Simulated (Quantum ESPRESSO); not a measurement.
# Cu2O (Cuprite): parallel and opposed starts

Does Cu2O (Cuprite) prefer parallel or opposed moments?

Program: Quantum ESPRESSO 7.5. Level of theory: PBEsol with U = 6 eV on Cu d (ortho-atomic projectors); plane waves with GBRV 1.5 PBEsol potentials, no spin-orbit coupling. Results are calculated unless marked as measured.

The database entry behind the starting cell differs from later determinations by our own check (0.1 to 0.3 % short, probably kX units), so it need not match the best structure at ambient conditions.

## Step 1: Set-up

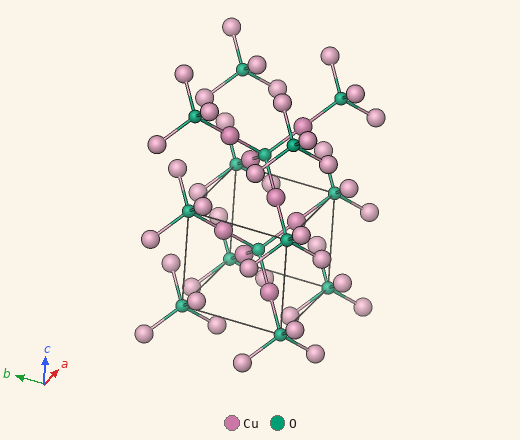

Start, viewed from a free direction; copper pink, oxygen teal. 1×1×2 cells are drawn. Some periodic images of atoms are drawn too.

The cell comes from the Crystallography Open Database.

## Step 2: Run 1 (ferro ++++)

The signs are those of the starting moments on the seeded atoms, the atoms that are given a moment.

pw.in reads:

```
&CONTROL
  calculation = 'scf'
  prefix = 'pwscf'
  outdir = './tmp'
  pseudo_dir = './pseudo'
  disk_io = 'nowf'
/
&SYSTEM
  ibrav = 0
  nat = 6
  ntyp = 2
  ecutwfc = 40
  ecutrho = 280
  nbnd = 58
  occupations = 'smearing'
  smearing = 'fd'
  degauss = 0.00367493
  nspin = 2
  starting_magnetization(1) = 0.0526
  starting_magnetization(2) = 0
/
&ELECTRONS
  conv_thr = 1.2d-08
  electron_maxstep = 150
  mixing_beta = 0.3
/
ATOMIC_SPECIES
Cu     63.5460 cu_pbesol_v1.2.uspp.F.UPF
O      15.9990 o_pbesol_v1.2.uspp.F.UPF
CELL_PARAMETERS angstrom
   4.2600000000    0.0000000000    0.0000000000
   0.0000000000    4.2600000000    0.0000000000
   0.0000000000    0.0000000000    4.2600000000
ATOMIC_POSITIONS crystal
Cu      0.2500000000    0.2500000000    0.2500000000
Cu      0.2500000000    0.7500000000    0.7500000000
Cu      0.7500000000    0.7500000000    0.2500000000
Cu      0.7500000000    0.2500000000    0.7500000000
O       0.0000000000    0.0000000000    0.0000000000
O       0.5000000000    0.5000000000    0.5000000000
K_POINTS automatic
6 6 6 0 0 0
HUBBARD {ortho-atomic}
U Cu-3d 6.0000
```

The run is started by

```bash
> OMP_NUM_THREADS=1 mpirun -n 4 pw.x -nk 4 -in pw.in > pw.out
```

The program printed:

```text
Program PWSCF v.7.5 starts

     Message from routine setup:
     using ibrav=0 with symmetry is DISCOURAGED, use correct ibrav instead

     K-points division:     npool     =       4
     Subspace diagonalization in iterative solution of the eigenvalue problem:

     G-vector sticks info
     --------------------
     sticks:   dense  smooth     PW     G-vecs:    dense   smooth      PW
     Sum        1449     829    249                41347    17845    2969

     Using Slab Decomposition

     bravais-lattice index     =            0
     lattice parameter (alat)  =       8.0502  a.u.
     unit-cell volume          =     521.7055 (a.u.)^3
     number of atoms/cell      =            6
     number of atomic types    =            2
     number of electrons       =        88.00
     number of Kohn-Sham states=           58
     kinetic-energy cutoff     =      40.0000  Ry
     charge density cutoff     =     280.0000  Ry
     scf convergence threshold =      1.2E-08
     mixing beta               =       0.3000
     number of iterations used =            8  plain     mixing
     Exchange-correlation= SLA  PW   PSX  PSC
                           (   1   4  10   8   0   0   0)
     Hubbard projectors: ortho-atomic
     Hubbard parameters of DFT+U (Dudarev formulation) in eV:
     U(Cu-3d) =  6.0000

     Internal variables: lda_plus_u =T, lda_plus_u_kind = 0

     Internal variables: orbital_resolved =F, hub_pot_fix =F, apply_U = F

     celldm(1)=   8.050233  celldm(2)=   0.000000  celldm(3)=   0.000000
     celldm(4)=   0.000000  celldm(5)=   0.000000  celldm(6)=   0.000000

     crystal axes: (cart. coord. in units of alat)
               a(1) = (   1.000000   0.000000   0.000000 )
               a(2) = (   0.000000   1.000000   0.000000 )
               a(3) = (   0.000000   0.000000   1.000000 )

     reciprocal axes: (cart. coord. in units 2 pi/alat)
               b(1) = (  1.000000  0.000000  0.000000 )
               b(2) = (  0.000000  1.000000  0.000000 )
               b(3) = (  0.000000  0.000000  1.000000 )

     PseudoPot. # 1 for Cu read from file:
     cu_pbesol_v1.2.uspp.F.UPF
     Pseudo is Ultrasoft + core correction, Zval = 19.0
     Generated by new atomic code, or converted to UPF format
     Using radial grid of  867 points,  6 beta functions with:
                l(1) =   0
                l(2) =   0
                l(3) =   1
                l(4) =   1
                l(5) =   2
                l(6) =   2
     Q(r) pseudized with  8 coefficients,  rinner =    1.150   1.150   1.150
                                                       1.150   1.150

     PseudoPot. # 2 for O  read from file:
     o_pbesol_v1.2.uspp.F.UPF
     Pseudo is Ultrasoft + core correction, Zval =  6.0
     Generated by new atomic code, or converted to UPF format
     Using radial grid of  737 points,  5 beta functions with:
                l(1) =   0
                l(2) =   0
                l(3) =   1
                l(4) =   1
                l(5) =   2
     Q(r) pseudized with  8 coefficients,  rinner =    0.900   0.900   0.900
                                                       0.900   0.900

     atomic species   valence    mass     pseudopotential
     Cu               19.00    63.54600     Cu( 1.00)
     O                 6.00    15.99900     O ( 1.00)

     Starting magnetic structure
     atomic species   magnetization
     Cu              0.053
     O               0.000

     48 Sym. Ops., with inversion, found (24 have fractional translation)

   Cartesian axes

     site n.     atom                  positions (alat units)
         1        Cu     tau(   1) = (   0.2500000   0.2500000   0.2500000  )
         2        Cu     tau(   2) = (   0.2500000   0.7500000   0.7500000  )
         3        Cu     tau(   3) = (   0.7500000   0.7500000   0.2500000  )
         4        Cu     tau(   4) = (   0.7500000   0.2500000   0.7500000  )
         5        O      tau(   5) = (   0.0000000   0.0000000   0.0000000  )
         6        O      tau(   6) = (   0.5000000   0.5000000   0.5000000  )

     number of k points=    20  Fermi-Dirac smearing, width (Ry)=  0.0037
                       cart. coord. in units 2pi/alat
        k(    1) = (   0.0000000   0.0000000   0.0000000), wk =   0.0046296
        k(    2) = (   0.0000000   0.0000000   0.1666667), wk =   0.0277778
        k(    3) = (   0.0000000   0.0000000   0.3333333), wk =   0.0277778
        k(    4) = (   0.0000000   0.0000000  -0.5000000), wk =   0.0138889
        k(    5) = (   0.0000000   0.1666667   0.1666667), wk =   0.0555556
        [... 15 further k-points ...]

     Dense  grid:    41347 G-vectors     FFT dimensions: (  48,  48,  48)

     Smooth grid:    17845 G-vectors     FFT dimensions: (  36,  36,  36)

     Check: negative core charge=   -0.000002
     Generating pointlists ...
     new r_m :   0.1786 (alat units)  1.4379 (a.u.) for type    1
     new r_m :   0.1786 (alat units)  1.4379 (a.u.) for type    2

     Initial potential from superposition of free atoms

     starting charge      84.0000, renormalised to      88.0000

     STARTING HUBBARD OCCUPATIONS:

     =================== HUBBARD OCCUPATIONS ===================
     ------------------------ ATOM    1 ------------------------
     Tr[ns(  1)] (up, down, total) =   5.00000  3.00000  8.00000
     Atomic magnetic moment for atom   1 =   2.00000
     [... lines left out ...]
     ------------------------ ATOM    2 ------------------------
     Tr[ns(  2)] (up, down, total) =   5.00000  3.00000  8.00000
     Atomic magnetic moment for atom   2 =   2.00000
     [... lines left out ...]
     ------------------------ ATOM    3 ------------------------
     Tr[ns(  3)] (up, down, total) =   5.00000  3.00000  8.00000
     Atomic magnetic moment for atom   3 =   2.00000
     [... lines left out ...]
     ------------------------ ATOM    4 ------------------------
     Tr[ns(  4)] (up, down, total) =   5.00000  3.00000  8.00000
     Atomic magnetic moment for atom   4 =   2.00000
     [... lines left out ...]
     Number of occupied Hubbard levels =   32.0000

     Atomic wfc used for Hubbard projectors are orthogonalized

     Starting wfcs are   60 randomized atomic wfcs

     Self-consistent Calculation

     iteration #  1     ecut=    40.00 Ry     beta= 0.30
     Davidson diagonalization with overlap
     ethr =  1.00E-02,  avg # of iterations =  4.1

     =================== HUBBARD OCCUPATIONS ===================
     ------------------------ ATOM    1 ------------------------
     Tr[ns(  1)] (up, down, total) =   4.59543  3.53240  8.12783
     Atomic magnetic moment for atom   1 =   1.06304
     [... lines left out ...]
     ------------------------ ATOM    2 ------------------------
     Tr[ns(  2)] (up, down, total) =   4.59543  3.53240  8.12783
     Atomic magnetic moment for atom   2 =   1.06304
     [... lines left out ...]
     ------------------------ ATOM    3 ------------------------
     Tr[ns(  3)] (up, down, total) =   4.59543  3.53240  8.12783
     Atomic magnetic moment for atom   3 =   1.06304
     [... lines left out ...]
     ------------------------ ATOM    4 ------------------------
     Tr[ns(  4)] (up, down, total) =   4.59543  3.53240  8.12783
     Atomic magnetic moment for atom   4 =   1.06304
     [... lines left out ...]
     Number of occupied Hubbard levels =   32.5113

     total energy              =   -1673.36959752 Ry
     estimated scf accuracy    <      13.37865752 Ry

     total magnetization       =     4.09 Bohr mag/cell
     absolute magnetization    =     4.66 Bohr mag/cell

     iteration #  2     ecut=    40.00 Ry     beta= 0.30
     Davidson diagonalization with overlap
     ethr =  1.00E-02,  avg # of iterations =  2.8

     total energy              =   -1677.53195143 Ry
     estimated scf accuracy    <       4.25741391 Ry

     total magnetization       =     0.01 Bohr mag/cell
     absolute magnetization    =     0.89 Bohr mag/cell

     iteration #  3     ecut=    40.00 Ry     beta= 0.30
     Davidson diagonalization with overlap
     ethr =  4.84E-03,  avg # of iterations =  1.1

     total energy              =   -1677.75325820 Ry
     estimated scf accuracy    <       0.75086550 Ry

     total magnetization       =     0.17 Bohr mag/cell
     absolute magnetization    =     1.34 Bohr mag/cell

     [... further iterations left out ...]

     iteration # 12     ecut=    40.00 Ry     beta= 0.30
     Davidson diagonalization with overlap
     ethr =  1.82E-07,  avg # of iterations =  2.0

     total energy              =   -1677.94100946 Ry
     estimated scf accuracy    <       0.00000334 Ry

     total magnetization       =    -0.00 Bohr mag/cell
     absolute magnetization    =     0.01 Bohr mag/cell

     iteration # 13     ecut=    40.00 Ry     beta= 0.30
     Davidson diagonalization with overlap
     ethr =  3.80E-09,  avg # of iterations =  2.6

     total energy              =   -1677.94101263 Ry
     estimated scf accuracy    <       0.00000071 Ry

     total magnetization       =     0.00 Bohr mag/cell
     absolute magnetization    =     0.00 Bohr mag/cell

     iteration # 14     ecut=    40.00 Ry     beta= 0.30
     Davidson diagonalization with overlap
     ethr =  8.06E-10,  avg # of iterations =  1.4

     total energy              =   -1677.94101256 Ry
     estimated scf accuracy    <       0.00000041 Ry

     total magnetization       =     0.00 Bohr mag/cell
     absolute magnetization    =     0.00 Bohr mag/cell

     iteration # 15     ecut=    40.00 Ry     beta= 0.30
     Davidson diagonalization with overlap
     ethr =  4.63E-10,  avg # of iterations =  2.0

     Magnetic moment per site  (integrated on atomic sphere of radius R)
     atom   1 (R=0.179)  charge= 16.2822  magn=  0.0000
     atom   2 (R=0.179)  charge= 16.2822  magn=  0.0000
     atom   3 (R=0.179)  charge= 16.2822  magn=  0.0000
     atom   4 (R=0.179)  charge= 16.2822  magn=  0.0000
     atom   5 (R=0.179)  charge=  5.1106  magn=  0.0000
     atom   6 (R=0.179)  charge=  5.1106  magn=  0.0000

     End of self-consistent calculation

     =================== HUBBARD OCCUPATIONS ===================
     ------------------------ ATOM    1 ------------------------
     Tr[ns(  1)] (up, down, total) =   4.75511  4.75510  9.51021
     Atomic magnetic moment for atom   1 =   0.00001
     [... lines left out ...]
     ------------------------ ATOM    2 ------------------------
     Tr[ns(  2)] (up, down, total) =   4.75511  4.75510  9.51021
     Atomic magnetic moment for atom   2 =   0.00001
     [... lines left out ...]
     ------------------------ ATOM    3 ------------------------
     Tr[ns(  3)] (up, down, total) =   4.75511  4.75510  9.51021
     Atomic magnetic moment for atom   3 =   0.00001
     [... lines left out ...]
     ------------------------ ATOM    4 ------------------------
     Tr[ns(  4)] (up, down, total) =   4.75511  4.75510  9.51021
     Atomic magnetic moment for atom   4 =   0.00001
     [... lines left out ...]
     Number of occupied Hubbard levels =   38.0408

     [... lines left out ...]
     the Fermi energy is    10.1184 ev

!    total energy              =   -1677.94101265 Ry
     estimated scf accuracy    <          4.8E-09 Ry
     smearing contrib. (-TS)   =      -0.00000035 Ry
     internal energy E=F+TS    =   -1677.94101230 Ry

     The total energy is F=E-TS. E is the sum of the following terms:
     one-electron contribution =   -1305.86978020 Ry
     hartree contribution      =     696.29732865 Ry
     xc contribution           =    -168.38045387 Ry
     ewald contribution        =    -900.37744048 Ry
     Hubbard energy            =       0.38933360 Ry

     total magnetization       =     0.00 Bohr mag/cell
     absolute magnetization    =     0.00 Bohr mag/cell

     convergence has been achieved in  15 iterations

=------------------------------------------------------------------------------=
   JOB DONE.
=------------------------------------------------------------------------------=
```

Run time: 29 s. Hardware: 4 MPI ranks of Intel Xeon Platinum 8375C at 2.90GHz (Ice Lake), shared host; peak memory 0.56 GiB; 1.9 min of CPU time.

The spin moment in the atom's sphere vanishes on all atoms.

Numbers from this step:

```
smearing term TS       : 4.77e-6 eV
magnetization          : 0 μB
absolute magnetization : 0 μB
final state            : non-magnetic
```

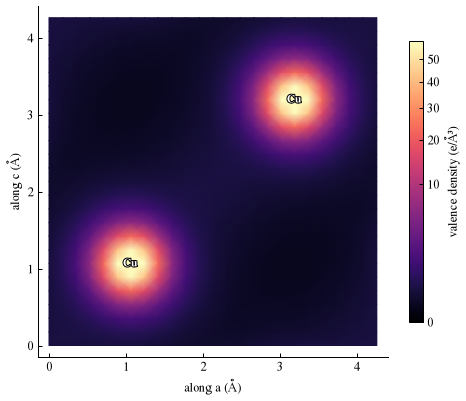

Valence density in the ac plane at fractional y = 0.250, with atoms of Cu within 0.2 Å of it. It is the smooth field of the valence electrons, not physical close to the nuclei. The colour scale is stretched toward low values.

(Continued in part 2 of 2.)

[Logs and program files are shortened in this print: banners, set-up blocks, solver, clock and traceback lines can be left out without a mark of their own.]

[Logs are printed without paths, hosts, clocks, repeated set-up lines and the standing remarks that a program may print on its own settings, such as how far it seeks lower states.]

[Hosts, paths, dates, database ids (printed as entryN), source tags and the programs' standing remarks are cut or masked in the printed files.]

[Where a cell is said to come from a database of computed structures, the database is the Materials Project.]
